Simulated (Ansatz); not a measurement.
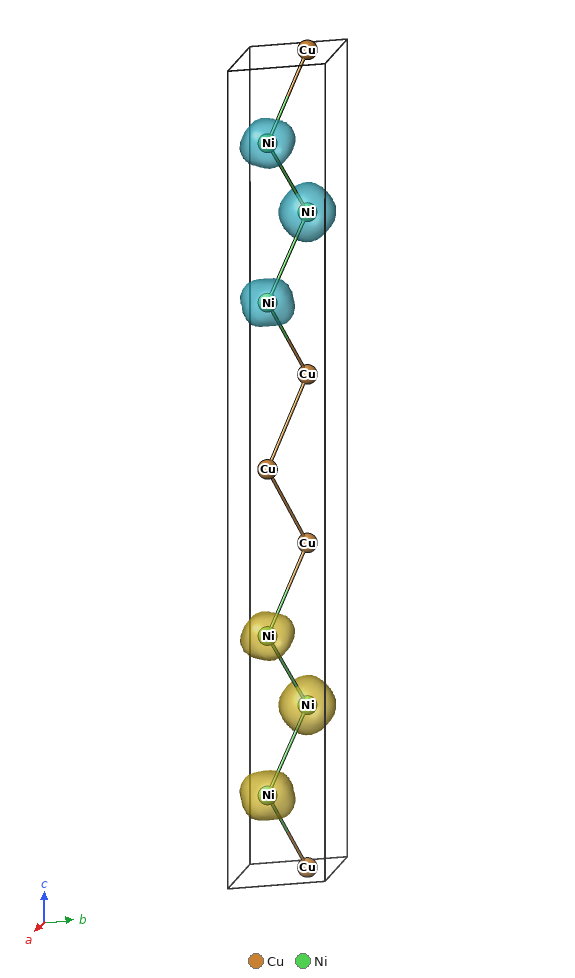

Figure 1: Cu₂Ni₃. Isosurfaces of the spin density at +0.08 (yellow) and −0.08 e/Å³ (cyan), seen slightly off an axis. Sticks mark near contacts.

Space group P-6m2; a structure generated by program, which may or may not match a known phase; computed pressure about −16 GPa in this cell; spin-polarised.

All numbers below come from DFT LDA, scalar-relativistic, plane waves, PAW (Ansatz 0.2.0).

In a PAW calculation such maps are meaningful between the atoms, not at the nuclei.

```
CELL_PARAMETERS angstrom
2.50773 0.00000 0.00000
-1.25387 2.17176 0.00000
0.00000 0.00000 20.74544
ATOMIC_POSITIONS crystal
Cu 0.33333 0.66667 0.00000
Cu 0.33333 0.66667 0.39694
Cu 0.33333 0.66667 0.60306
Cu 0.66667 0.33333 0.50000
Ni 0.33333 0.66667 0.80147
Ni 0.33333 0.66667 0.19853
Ni 0.66667 0.33333 0.89884
Ni 0.66667 0.33333 0.10116
Ni 0.66667 0.33333 0.29611
Ni 0.66667 0.33333 0.70389
```

Q: Where is the spin, and how is it ordered?

A: The spin density sits on Ni: +0.6 μB, +0.5 μB (×2), −0.5 μB (×2) and −0.6 μB in one cell of 10 atoms: antiferromagnetic in this solution, which needn't be the ground state, with nearest magnetic neighbours parallel and the sign changing further off. The cell of the calculation (10 atoms) carries 0.0 μB of net spin moment.
